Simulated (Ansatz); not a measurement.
## Electronic structure of Ca₂PtS₃ in real space

Input file:

```
crystal:
  lattice:
    - [4.2525701962, 0.0, 0.0]
    - [-2.1262850981, 3.6828338213, 0.0]
    - [0.0, 0.0, 7.4378471398]
  atoms:
    - { symbol: Ca, position: [0.6666666667, 0.3333333333, 0.2634982133] }
    - { symbol: Ca, position: [0.6666666667, 0.3333333333, 0.7365017867] }
    - { symbol: Pt, position: [0.0, 0.0, 0.0] }
    - { symbol: S, position: [0.0, 0.0, 0.5] }
    - { symbol: S, position: [0.3333333333, 0.6666666667, 0.0] }
    - { symbol: S, position: [0.3333333333, 0.6666666667, 0.5] }
kpoints:
  mp_grid: { grid: [12, 12, 4] }
  band_path:
    path:
      - [0.0, 0.0, 0.0]
      - [0.5, 0.0, 0.0]
      - [0.3333333333, 0.3333333333, 0.0]
      - [0.0, 0.0, 0.5]
      - [0.5, 0.0, 0.5]
      - [0.3333333333, 0.3333333333, 0.5]
    npoints: 1
hamiltonian:
  xc: r2scan
  dispersion: rvv10
scf:
  occupations: { method: fermi_dirac, width: 0.03 }
  n_extra_bands: 5
output:
  forces: true
  stress: true
  eigenvalues: true
  write_density: true
  write_potential: true
  elf: true
  volumetric_format: npy
```

Command:

```sh
ansatz run input.yaml --threads 2 --pin off --max-ram 2211MiB --backend cpu --events-out ev --progress --plain --runs-dir out
```

Below, planes, directions and counts refer to the conventional cell (a = 4.25 Å, b = 4.25 Å, c = 7.44 Å, α = 90.00°, β = 90.00°, γ = 120.00°).

Space group P-6m2; a structure from a database of computed crystals, not necessarily the ambient phase; started from the Ce2CuGe3-187 prototype, which need not be the ambient phase.

Level of theory: DFT, r2SCAN+rVV10, plane waves, PAW in Ansatz 0.2.0.

The density is the valence pseudo-density of a PAW calculation; it isn't the true density close to the nuclei.

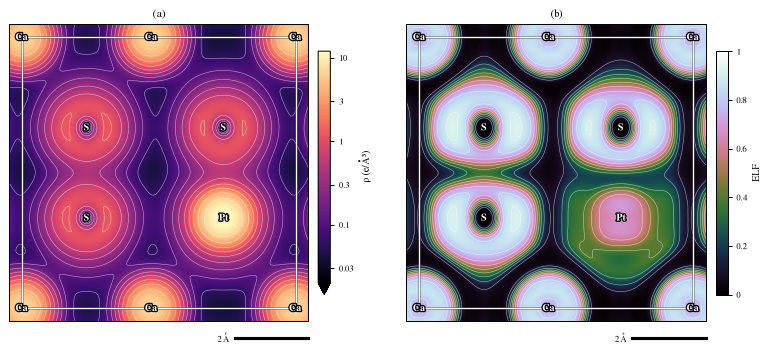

Figure 1. (a) valence charge density (pseudo); (b) ELF on the (110) plane of the conventional cell.

> What do the fields say about this system?

The plane passes through Ca, Pt and S nuclei. Pt–S (2.46 Å): ρ at the midpoint is about 0.55 e/Å³; the ELF peaks at about 0.80 in the valence shell of S, 0.8 Å from its nucleus, and drops to about 0.20 between the two atoms. Ca–S (3.02 Å): the density is about 0.14 e/Å³ at the midpoint, with its minimum of 0.12 e/Å³ about 1.4 Å from Ca; the ELF peaks at about 0.85 in the valence shell of S, 0.8 Å from its nucleus, and drops to about 0.05 between the two atoms: a largely ionic contact. Ca–S (3.14 Å): ρ is about 0.11 e/Å³ halfway, with its minimum of 0.09 e/Å³ about 1.4 Å from Ca; the ELF peaks at about 0.85 in the valence shell of S, 0.8 Å from its nucleus, and drops to about 0.05 between the two atoms (a largely ionic contact). Between the atoms the lowest density in this plane is 0.04 e/Å³. The features right at Ca and Pt lie inside the PAW spheres, where the map follows smoothed inner orbitals and isn't to be read closely.

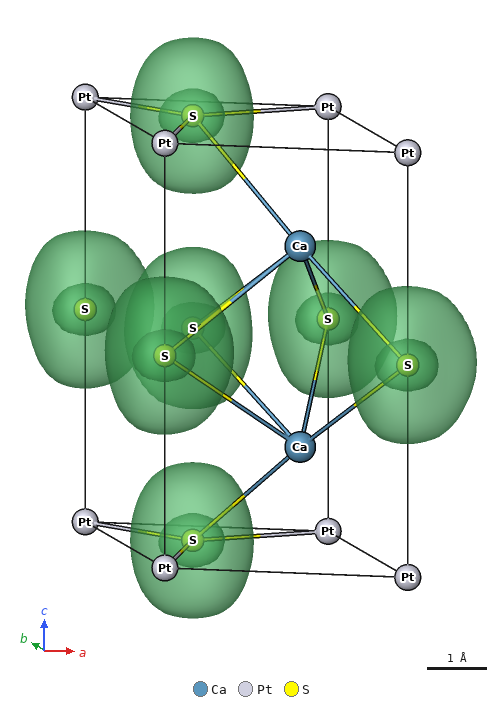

Figure 2. Isosurface of the ELF at 0.65 (green), seen slightly off an axis. Core shells and regions of very low density are left out. Sticks mark near contacts.

> Where are the electrons localised?

At this value the surface marks out three regions wrapped around S (the valence shell of each), counted in one cell of 6 atoms. Regions shared between cells count once.
